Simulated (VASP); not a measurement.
Band structure of Sb (relaxed from the trigonal-Se structure, space group R-3m). Level of theory: PBEsol GGA, VASP's PBE PAW potentials (set 64) (plane waves; VASP 6.6.1).

Without a dispersion term in the relaxation, distances and binding between the weakly bound layers, chains or molecules are unreliable, and so is what depends on them. Unless said otherwise, spin-orbit coupling is left out, though it shifts the bands of the heavy elements here.

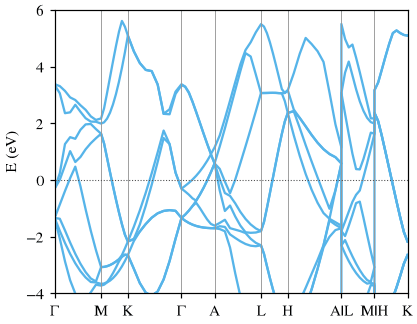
Figure. Bands along high-symmetry lines, zero at the valence-band maximum or, without a gap, the Fermi level

Task: Read the plot: is there a gap, and where are the band edges?

Result: It has no gap at this level: it comes out as a metal or semimetal. (Edges off the drawn lines would not show.)

The structure was generated: Sb was put into the trigonal-Se type (P3_121), which need not be its known phase. It was relaxed first, which changed the volume by -34 %. The relaxed cell has space group R-3m.
